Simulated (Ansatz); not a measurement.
# TiN₂ (quintet): PBE, r2SCAN, PBE0, B3LYP, wB97M-V over vertical spin and charge gaps, def2-TZVPP, part 2 of 2

Ansatz 0.2.0, Gaussian basis; def2-TZVPP, all electrons in the functionals. Earlier steps stand in the parts before.

## (16) PBE0, charge 1, sextet

Input file in.yaml:

```yaml
crystal:
  periodic: [false, false, false]
  atoms:
    - {symbol: Ti, position_ang: [0.000000, 0.000000, 1.700283]}
    - {symbol: N, position_ang: [0.000000, 0.000000, -0.290276]}
    - {symbol: N, position_ang: [0.000000, 0.000000, -1.410007]}
basis:
  gaussian: {orbitals: def2-TZVPP}
total_charge: 1
magnetization: {spin_polarized: true, initial_magnetization: 5}
hamiltonian: {xc: {name: PBE0}}
output: {orbitals: {seedname: orbitals}}
```

Run with:

```bash
> ansatz run in.yaml --threads 2 --pin off --events-out ev --progress --plain --max-ram 24576MiB --backend cuda --devices 0, --max-vram 18GiB
```

The program printed, cut to the lines that bear on the results:

```text
Functional definition: PBE0
  name "PBE0"
  cite "Adamo & Barone, J. Chem. Phys. 110, 6158 (1999) doi:10.1063/1.478522"
  cite "Perdew, Burke & Ernzerhof, Phys. Rev. Lett. 77, 3865 (1996) doi:10.1103/PhysRevLett.77.3865"
  parent pbe
[...]
822 factors; their error is unknown
[...]
mean field -26072.41813265 eV, -958.1436938552 hartree, gradient 6.0e-6 eV, S^2 8.774799; 5 other end points of the search recorded, 0 dependent functions left out
reference -26072.41817027 eV, -958.1436952378 hartree; 20, 15 occupied and 106, 111 virtual orbitals, 822 factors
Total energy: -26072.41817027 eV, -958.1436952378 hartree
```

It took 5 s on 1 × H100 (card shared with other runs) with 2 threads of AMD EPYC 7R13, shared host; peak host memory 0.81 GiB.

From the report: ⟨S²⟩ of the determinant 8.775 (pure sextet: 8.75).

From charge 0, quintet: +1252.8 kJ/mol.

## (17) B3LYP, charge 0, quintet

Edit in.yaml of step 16 so:

```diff
@@ -8,5 +8,3 @@
   gaussian: {orbitals: def2-TZVPP}
-total_charge: 1
-magnetization: {spin_polarized: true, initial_magnetization: 5}
-hamiltonian: {xc: {name: PBE0}}
-output: {orbitals: {seedname: orbitals}}
+magnetization: {spin_polarized: true, initial_magnetization: 4}
+hamiltonian: {xc: {name: B3LYP}}
```

Launched as before.

The program printed, cut to the lines that bear on the results:

```text
Functional definition: B3LYP
  name "B3LYP"
  cite "Stephens, Devlin, Chabalowski & Frisch, J. Phys. Chem. 98, 11623 (1994) doi:10.1021/j100096a001"
  cite "Becke, Phys. Rev. A 38, 3098 (1988) doi:10.1103/PhysRevA.38.3098"
  cite "Lee, Yang & Parr, Phys. Rev. B 37, 785 (1988) doi:10.1103/PhysRevB.37.785"
  cite "Vosko, Wilk & Nusair, Can. J. Phys. 58, 1200 (1980) doi:10.1139/p80-159"
[...]
808 factors; their error is unknown
[...]
mean field -26094.67491908 eV, -958.9616156703 hartree, gradient 3.0e-5 eV, S^2 6.009346; 3 other end points of the search recorded, 0 dependent functions left out
reference -26094.67512114 eV, -958.9616230958 hartree; 20, 16 occupied and 106, 110 virtual orbitals, 808 factors
Total energy: -26094.67512114 eV, -958.9616230958 hartree
```

Run time: 4.6 s. Hardware: 1 × H100 (card shared with other runs) with 2 threads of AMD EPYC 7R13, shared host; peak host memory 0.8 GiB.

From the report: ⟨S²⟩ of the determinant 6.009 (pure quintet: 6.00).

## (18) B3LYP, charge 0, triplet

Edit in.yaml of step 17 so:

```diff
@@ -8,3 +8,3 @@
   gaussian: {orbitals: def2-TZVPP}
-magnetization: {spin_polarized: true, initial_magnetization: 4}
+magnetization: {spin_polarized: true, initial_magnetization: 2}
 hamiltonian: {xc: {name: B3LYP}}
```

Same command.

The program printed, cut to the lines that bear on the results:

```text
Functional definition: B3LYP
  name "B3LYP"
  cite "Stephens, Devlin, Chabalowski & Frisch, J. Phys. Chem. 98, 11623 (1994) doi:10.1021/j100096a001"
  cite "Becke, Phys. Rev. A 38, 3098 (1988) doi:10.1103/PhysRevA.38.3098"
  cite "Lee, Yang & Parr, Phys. Rev. B 37, 785 (1988) doi:10.1103/PhysRevB.37.785"
  cite "Vosko, Wilk & Nusair, Can. J. Phys. 58, 1200 (1980) doi:10.1139/p80-159"
[...]
808 factors; their error is unknown
[...]
mean field -26094.24341375 eV, -958.9457581417 hartree, gradient 7.4e-6 eV, S^2 2.955305; 21 other end points of the search recorded, 0 dependent functions left out
reference -26094.24361279 eV, -958.9457654563 hartree; 19, 17 occupied and 107, 109 virtual orbitals, 808 factors
Total energy: -26094.24361279 eV, -958.9457654563 hartree
```

Run time: 42 s. Hardware: 1 × H100 (card shared with other runs) with 2 threads of AMD EPYC 7R13, shared host; peak host memory 0.81 GiB.

From the report: ⟨S²⟩ of the determinant 2.955 (pure triplet: 2.00). The determinant is far from a pure spin state, so its energy mixes those of several spin states (harmless only where they are near-degenerate, as at dissociation).

From charge 0, quintet: +41.6 kJ/mol.

## (19) B3LYP, charge 0, septet

Edit in.yaml of step 18 so:

```diff
@@ -8,3 +8,3 @@
   gaussian: {orbitals: def2-TZVPP}
-magnetization: {spin_polarized: true, initial_magnetization: 2}
+magnetization: {spin_polarized: true, initial_magnetization: 6}
 hamiltonian: {xc: {name: B3LYP}}
```

The command is unchanged.

The program printed, cut to the lines that bear on the results:

```text
Functional definition: B3LYP
  name "B3LYP"
  cite "Stephens, Devlin, Chabalowski & Frisch, J. Phys. Chem. 98, 11623 (1994) doi:10.1021/j100096a001"
  cite "Becke, Phys. Rev. A 38, 3098 (1988) doi:10.1103/PhysRevA.38.3098"
  cite "Lee, Yang & Parr, Phys. Rev. B 37, 785 (1988) doi:10.1103/PhysRevB.37.785"
  cite "Vosko, Wilk & Nusair, Can. J. Phys. 58, 1200 (1980) doi:10.1139/p80-159"
[...]
808 factors; their error is unknown
[...]
mean field -26087.21401332 eV, -958.6874324408 hartree, gradient 6.1e-6 eV, S^2 12.010563; 9 other end points of the search recorded, 0 dependent functions left out
reference -26087.21421682 eV, -958.6874399191 hartree; 21, 15 occupied and 105, 111 virtual orbitals, 808 factors
Total energy: -26087.21421682 eV, -958.6874399191 hartree
```

Wall time 5.5 s (1 × H100 (card shared with other runs) with 2 threads of AMD EPYC 7R13, shared host); peak host memory 0.82 GiB.

From the report: ⟨S²⟩ of the determinant 12.011 (pure septet: 12.00).

From charge 0, quintet: +719.9 kJ/mol.

## (20) B3LYP, charge 1, quartet

Edit in.yaml of step 19 so:

```diff
@@ -8,3 +8,4 @@
   gaussian: {orbitals: def2-TZVPP}
-magnetization: {spin_polarized: true, initial_magnetization: 6}
+total_charge: 1
+magnetization: {spin_polarized: true, initial_magnetization: 3}
 hamiltonian: {xc: {name: B3LYP}}
```

Launched as before.

The program printed, cut to the lines that bear on the results:

```text
Functional definition: B3LYP
  name "B3LYP"
  cite "Stephens, Devlin, Chabalowski & Frisch, J. Phys. Chem. 98, 11623 (1994) doi:10.1021/j100096a001"
  cite "Becke, Phys. Rev. A 38, 3098 (1988) doi:10.1103/PhysRevA.38.3098"
  cite "Lee, Yang & Parr, Phys. Rev. B 37, 785 (1988) doi:10.1103/PhysRevB.37.785"
  cite "Vosko, Wilk & Nusair, Can. J. Phys. 58, 1200 (1980) doi:10.1139/p80-159"
[...]
808 factors; their error is unknown
[...]
mean field -26088.40064546 eV, -958.7310403676 hartree, gradient 9.9e-6 eV, S^2 3.758412; 7 other end points of the search recorded, 0 dependent functions left out
reference -26088.40087835 eV, -958.7310489263 hartree; 19, 16 occupied and 107, 110 virtual orbitals, 808 factors
Total energy: -26088.40087835 eV, -958.7310489263 hartree
```

Wall time 8 s (1 × H100 (card shared with other runs) with 2 threads of AMD EPYC 7R13, shared host); peak host memory 0.81 GiB.

From the report: ⟨S²⟩ of the determinant 3.758 (pure quartet: 3.75).

From charge 0, quintet: +605.4 kJ/mol.

## (21) B3LYP, charge 1, sextet

Edit in.yaml of step 20 so:

```diff
@@ -9,3 +9,3 @@
 total_charge: 1
-magnetization: {spin_polarized: true, initial_magnetization: 3}
+magnetization: {spin_polarized: true, initial_magnetization: 5}
 hamiltonian: {xc: {name: B3LYP}}
```

The command is unchanged.

The program printed, cut to the lines that bear on the results:

```text
Functional definition: B3LYP
  name "B3LYP"
  cite "Stephens, Devlin, Chabalowski & Frisch, J. Phys. Chem. 98, 11623 (1994) doi:10.1021/j100096a001"
  cite "Becke, Phys. Rev. A 38, 3098 (1988) doi:10.1103/PhysRevA.38.3098"
  cite "Lee, Yang & Parr, Phys. Rev. B 37, 785 (1988) doi:10.1103/PhysRevB.37.785"
  cite "Vosko, Wilk & Nusair, Can. J. Phys. 58, 1200 (1980) doi:10.1139/p80-159"
[...]
808 factors; their error is unknown
[...]
mean field -26081.56448540 eV, -958.4798161190 hartree, gradient 8.3e-6 eV, S^2 8.767825; 9 other end points of the search recorded, 0 dependent functions left out
reference -26081.56470358 eV, -958.4798241369 hartree; 20, 15 occupied and 106, 111 virtual orbitals, 808 factors
Total energy: -26081.56470358 eV, -958.4798241369 hartree
```

Run time: 18 s. Hardware: 1 × H100 (card shared with other runs) with 2 threads of AMD EPYC 7R13, shared host; peak host memory 0.82 GiB.

From the report: ⟨S²⟩ of the determinant 8.768 (pure sextet: 8.75).

From charge 0, quintet: +1265.0 kJ/mol.

## (22) wB97M-V, charge 0, quintet

Edit in.yaml of step 21 so:

```diff
@@ -8,4 +8,4 @@
   gaussian: {orbitals: def2-TZVPP}
-total_charge: 1
-magnetization: {spin_polarized: true, initial_magnetization: 5}
-hamiltonian: {xc: {name: B3LYP}}
+magnetization: {spin_polarized: true, initial_magnetization: 4}
+hamiltonian: {xc: {name: wB97M-V}}
+output: {forces: true, orbitals: {seedname: orbitals}}
```

Same command.

The program printed, cut to the lines that bear on the results:

```text
Functional definition: wB97M-V
  name "wB97M-V"
  cite "Mardirossian & Head-Gordon, J. Chem. Phys. 144, 214110 (2016) doi:10.1063/1.4952647"
  cite "Becke, J. Chem. Phys. 107, 8554 (1997) doi:10.1063/1.475007"
  cite "Vydrov & Van Voorhis, J. Chem. Phys. 133, 244103 (2010) doi:10.1063/1.3521275"
  # Of w^i u^j: cxij and so on, Table III.
[...]
  gx(w, u) = 1 - cx + cx01*u + cx10*w
  gss(w, u) = css00 + css04*u^4 + css10*w + css20*w^2 + css43*w^4*u^3
  gos(w, u) = cos00 + cos10*w + (cos20 + cos21*u)*w^2 + (cos60 + cos61*u)*w^6
[...]
      + integral(e_c_pw_mod_opposite_spin*gos(b97_w_opposite, b97_u_opposite)) + vv10(b, c)
774 factors; their error is unknown
139 factors; integrals over basis functions are off by at most 1.5e-4 eV
[...]
mean field -26091.63831679 eV, -958.8500225945 hartree, gradient 8.8e-7 eV, S^2 6.013576; 3 other end points of the search recorded, 0 dependent functions left out
[...]
reference -26091.63835818 eV, -958.8500241155 hartree; 20, 16 occupied and 106, 110 virtual orbitals, 774 factors
Total energy: -26091.63835818 eV, -958.8500241155 hartree
Atom 0 at     0.000000     0.000000     1.700283 Å, force    -0.000000     0.000000     0.388055 eV/Å
Atom 1 at     0.000000     0.000000    -0.290276 Å, force     0.000000    -0.000000    -1.081128 eV/Å
Atom 2 at     0.000000     0.000000    -1.410007 Å, force    -0.000000     0.000000     0.693073 eV/Å
Dipole moment:    -0.000000     0.000000     0.244685 e Å
```

It took 14 s on 1 × H100 (card shared with other runs) with 2 threads of AMD EPYC 7R13, shared host; peak host memory 0.94 GiB.

From the report: ⟨S²⟩ of the determinant 6.014 (pure quintet: 6.00).

## (23) wB97M-V, charge 0, triplet

Edit in.yaml of step 22 so:

```diff
@@ -8,4 +8,4 @@
   gaussian: {orbitals: def2-TZVPP}
-magnetization: {spin_polarized: true, initial_magnetization: 4}
+magnetization: {spin_polarized: true, initial_magnetization: 2}
 hamiltonian: {xc: {name: wB97M-V}}
-output: {forces: true, orbitals: {seedname: orbitals}}
+output: {orbitals: {seedname: orbitals}}
```

Launched as before.

The program printed, cut to the lines that bear on the results:

```text
Functional definition: wB97M-V
  name "wB97M-V"
  cite "Mardirossian & Head-Gordon, J. Chem. Phys. 144, 214110 (2016) doi:10.1063/1.4952647"
  cite "Becke, J. Chem. Phys. 107, 8554 (1997) doi:10.1063/1.475007"
  cite "Vydrov & Van Voorhis, J. Chem. Phys. 133, 244103 (2010) doi:10.1063/1.3521275"
  # Of w^i u^j: cxij and so on, Table III.
[...]
  gx(w, u) = 1 - cx + cx01*u + cx10*w
  gss(w, u) = css00 + css04*u^4 + css10*w + css20*w^2 + css43*w^4*u^3
  gos(w, u) = cos00 + cos10*w + (cos20 + cos21*u)*w^2 + (cos60 + cos61*u)*w^6
[...]
      + integral(e_c_pw_mod_opposite_spin*gos(b97_w_opposite, b97_u_opposite)) + vv10(b, c)
774 factors; their error is unknown
139 factors; integrals over basis functions are off by at most 1.5e-4 eV
[...]
mean field -26091.33664970 eV, -958.8389365332 hartree, gradient 1.8e-6 eV, S^2 3.014746; 17 other end points of the search recorded, 0 dependent functions left out
reference -26091.33669041 eV, -958.8389380295 hartree; 19, 17 occupied and 107, 109 virtual orbitals, 774 factors
Total energy: -26091.33669041 eV, -958.8389380295 hartree
```

Wall time 35 s (1 × H100 (card shared with other runs) with 2 threads of AMD EPYC 7R13, shared host); peak host memory 0.92 GiB.

From the report: ⟨S²⟩ of the determinant 3.015 (pure triplet: 2.00). The determinant is far from a pure spin state, so its energy mixes those of several spin states (harmless only where they are near-degenerate, as at dissociation).

From charge 0, quintet: +29.1 kJ/mol.

## (24) wB97M-V, charge 0, septet

Edit in.yaml of step 23 so:

```diff
@@ -8,3 +8,3 @@
   gaussian: {orbitals: def2-TZVPP}
-magnetization: {spin_polarized: true, initial_magnetization: 2}
+magnetization: {spin_polarized: true, initial_magnetization: 6}
 hamiltonian: {xc: {name: wB97M-V}}
```

The command is unchanged.

The program printed, cut to the lines that bear on the results:

```text
Functional definition: wB97M-V
  name "wB97M-V"
  cite "Mardirossian & Head-Gordon, J. Chem. Phys. 144, 214110 (2016) doi:10.1063/1.4952647"
  cite "Becke, J. Chem. Phys. 107, 8554 (1997) doi:10.1063/1.475007"
  cite "Vydrov & Van Voorhis, J. Chem. Phys. 133, 244103 (2010) doi:10.1063/1.3521275"
  # Of w^i u^j: cxij and so on, Table III.
[...]
  gx(w, u) = 1 - cx + cx01*u + cx10*w
  gss(w, u) = css00 + css04*u^4 + css10*w + css20*w^2 + css43*w^4*u^3
  gos(w, u) = cos00 + cos10*w + (cos20 + cos21*u)*w^2 + (cos60 + cos61*u)*w^6
[...]
      + integral(e_c_pw_mod_opposite_spin*gos(b97_w_opposite, b97_u_opposite)) + vv10(b, c)
774 factors; their error is unknown
139 factors; integrals over basis functions are off by at most 1.5e-4 eV
[...]
mean field -26084.04547780 eV, -958.5709909083 hartree, gradient 9.2e-6 eV, S^2 12.012187; 9 other end points of the search recorded, 0 dependent functions left out
reference -26084.04551892 eV, -958.5709924193 hartree; 21, 15 occupied and 105, 111 virtual orbitals, 774 factors
Total energy: -26084.04551892 eV, -958.5709924193 hartree
```

Run time: 33 s. Hardware: 1 × H100 (card shared with other runs) with 2 threads of AMD EPYC 7R13, shared host; peak host memory 0.93 GiB.

From the report: ⟨S²⟩ of the determinant 12.012 (pure septet: 12.00).

From charge 0, quintet: +732.6 kJ/mol.

## (25) wB97M-V, charge 1, quartet

Edit in.yaml of step 24 so:

```diff
@@ -8,4 +8,5 @@
   gaussian: {orbitals: def2-TZVPP}
-magnetization: {spin_polarized: true, initial_magnetization: 6}
+total_charge: 1
+magnetization: {spin_polarized: true, initial_magnetization: 3}
 hamiltonian: {xc: {name: wB97M-V}}
-output: {orbitals: {seedname: orbitals}}
+output: {forces: true, orbitals: {seedname: orbitals}}
```

Launched as before.

The program printed, cut to the lines that bear on the results:

```text
Functional definition: wB97M-V
  name "wB97M-V"
  cite "Mardirossian & Head-Gordon, J. Chem. Phys. 144, 214110 (2016) doi:10.1063/1.4952647"
  cite "Becke, J. Chem. Phys. 107, 8554 (1997) doi:10.1063/1.475007"
  cite "Vydrov & Van Voorhis, J. Chem. Phys. 133, 244103 (2010) doi:10.1063/1.3521275"
  # Of w^i u^j: cxij and so on, Table III.
[...]
  gx(w, u) = 1 - cx + cx01*u + cx10*w
  gss(w, u) = css00 + css04*u^4 + css10*w + css20*w^2 + css43*w^4*u^3
  gos(w, u) = cos00 + cos10*w + (cos20 + cos21*u)*w^2 + (cos60 + cos61*u)*w^6
[...]
      + integral(e_c_pw_mod_opposite_spin*gos(b97_w_opposite, b97_u_opposite)) + vv10(b, c)
774 factors; their error is unknown
139 factors; integrals over basis functions are off by at most 1.5e-4 eV
[...]
mean field -26085.80393133 eV, -958.6356128836 hartree, gradient 1.4e-6 eV, S^2 3.759618; 2 other end points of the search recorded, 0 dependent functions left out
[...]
reference -26085.80397850 eV, -958.6356146170 hartree; 19, 16 occupied and 107, 110 virtual orbitals, 774 factors
Total energy: -26085.80397850 eV, -958.6356146170 hartree
Atom 0 at     0.000000     0.000000     1.700283 Å, force    -0.000000     0.000000     1.232474 eV/Å
Atom 1 at     0.000000     0.000000    -0.290276 Å, force     0.000000    -0.000000    -3.839665 eV/Å
Atom 2 at     0.000000     0.000000    -1.410007 Å, force    -0.000000     0.000000     2.607191 eV/Å
Dipole moment:    -0.000000     0.000000     1.076547 e Å
```

Wall time 9 s (1 × H100 (card shared with other runs) with 2 threads of AMD EPYC 7R13, shared host); peak host memory 0.93 GiB.

From the report: ⟨S²⟩ of the determinant 3.760 (pure quartet: 3.75).

From charge 0, quintet: +562.9 kJ/mol.

## (26) wB97M-V, charge 1, sextet

Edit in.yaml of step 25 so:

```diff
@@ -9,4 +9,4 @@
 total_charge: 1
-magnetization: {spin_polarized: true, initial_magnetization: 3}
+magnetization: {spin_polarized: true, initial_magnetization: 5}
 hamiltonian: {xc: {name: wB97M-V}}
-output: {forces: true, orbitals: {seedname: orbitals}}
+output: {orbitals: {seedname: orbitals}}
```

Same command.

The program printed, cut to the lines that bear on the results:

```text
Functional definition: wB97M-V
  name "wB97M-V"
  cite "Mardirossian & Head-Gordon, J. Chem. Phys. 144, 214110 (2016) doi:10.1063/1.4952647"
  cite "Becke, J. Chem. Phys. 107, 8554 (1997) doi:10.1063/1.475007"
  cite "Vydrov & Van Voorhis, J. Chem. Phys. 133, 244103 (2010) doi:10.1063/1.3521275"
  # Of w^i u^j: cxij and so on, Table III.
[...]
  gx(w, u) = 1 - cx + cx01*u + cx10*w
  gss(w, u) = css00 + css04*u^4 + css10*w + css20*w^2 + css43*w^4*u^3
  gos(w, u) = cos00 + cos10*w + (cos20 + cos21*u)*w^2 + (cos60 + cos61*u)*w^6
[...]
      + integral(e_c_pw_mod_opposite_spin*gos(b97_w_opposite, b97_u_opposite)) + vv10(b, c)
774 factors; their error is unknown
139 factors; integrals over basis functions are off by at most 1.5e-4 eV
[...]
mean field -26078.48021738 eV, -958.3664713598 hartree, gradient 5.4e-6 eV, S^2 8.776215; 7 other end points of the search recorded, 0 dependent functions left out
reference -26078.48026349 eV, -958.3664730545 hartree; 20, 15 occupied and 106, 111 virtual orbitals, 774 factors
Total energy: -26078.48026349 eV, -958.3664730545 hartree
```

Wall time 22 s (1 × H100 (card shared with other runs) with 2 threads of AMD EPYC 7R13, shared host); peak host memory 0.94 GiB.

From the report: ⟨S²⟩ of the determinant 8.776 (pure sextet: 8.75).

From charge 0, quintet: +1269.6 kJ/mol.

## (27) Against the wave-function levels

No level is safe as a reference over these points; UCCSD(T) serves as a yardstick only. It and the other wave-function rows come from earlier runs at the same points. Energies in kJ/mol, counted from charge 0, quintet; blanks weren't run or aren't comparable.

```tsv
level	quintet to triplet	quintet to septet	ionisation to the quartet cation	ionisation to the sextet cation
UCCSD(T)	17.6	729.8	561.6	1256.1
PBE	49.4	698.9	627.3	1239.6
r2SCAN	67.9	703.0	617.6	1238.8
PBE0	57.4	706.5	595.7	1252.8
B3LYP	41.6	719.9	605.4	1265.0
wB97M-V	29.1	732.6	562.9	1269.6
RMP2	41.4	746.2	541.9	1305.7
UMP2	19.6	717.8	539.2	1274.7
RCCSD	19.1	717.9	551.2	1257.9
RCCSD(T)	18.7	730.9	563.3	1250.2
RCCSDT(Q)	14.4	729.5	567.0	1241.3
UCCSDT(Q)	16.3	728.3	565.6	1244.2
```

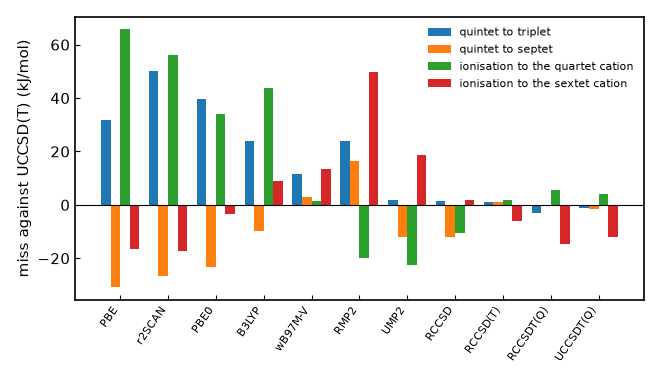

Misses of the gaps against UCCSD(T).

Largest miss and mean time a point (UCCSD(T) took 82 s a point; shared hosts):

```tsv
level	largest miss (kJ/mol)	where	time a point
PBE	+65.7	ionisation to the quartet cation	18 s
r2SCAN	+56.0	ionisation to the quartet cation	20 s
PBE0	+39.8	quintet to triplet	8.7 s
B3LYP	+43.8	ionisation to the quartet cation	16 s
wB97M-V	+13.5	ionisation to the sextet cation	23 s
RMP2	+49.6	ionisation to the sextet cation	
UMP2	-22.4	ionisation to the quartet cation	
RCCSD	-11.9	quintet to septet	
RCCSD(T)	-6.0	ionisation to the sextet cation	92 s
RCCSDT(Q)	-14.8	ionisation to the sextet cation	4.8 min
UCCSDT(Q)	-11.9	ionisation to the sextet cation	3.5 min
```

## (28) What came out

The summary covers parts 1 to 2.

| quantity | value |
| --- | --- |
| quintet to triplet, UCCSD(T) | 17.6 kJ/mol |
| quintet to septet, UCCSD(T) | 729.8 kJ/mol |
| ionisation to the quartet cation, UCCSD(T) | 561.6 kJ/mol |
| ionisation to the sextet cation, UCCSD(T) | 1256.1 kJ/mol |
| largest miss, PBE | +65.7 kJ/mol (ionisation to the quartet cation) |
| largest miss, r2SCAN | +56.0 kJ/mol (ionisation to the quartet cation) |
| largest miss, PBE0 | +39.8 kJ/mol (quintet to triplet) |
| largest miss, B3LYP | +43.8 kJ/mol (ionisation to the quartet cation) |
| largest miss, wB97M-V | +13.5 kJ/mol (ionisation to the sextet cation) |
| largest miss, RCCSD(T) | -6.0 kJ/mol (ionisation to the sextet cation) |

Of the functionals, wB97M-V keep the smallest largest miss at the points compared (at most 13.5 kJ/mol) and PBE strays most (65.7 kJ/mol, at ionisation to the quartet cation). PBE, r2SCAN, PBE0, B3LYP, wB97M-V clearly break the spin symmetry at some points (⟨S²⟩ up to 1.01 above the pure value), so energy there is bought with a mixed spin. Functionals and the yardstick converge differently with the basis, so part of each miss in def2-TZVPP is the basis. The yardstick itself may be off where one determinant is a poor start.
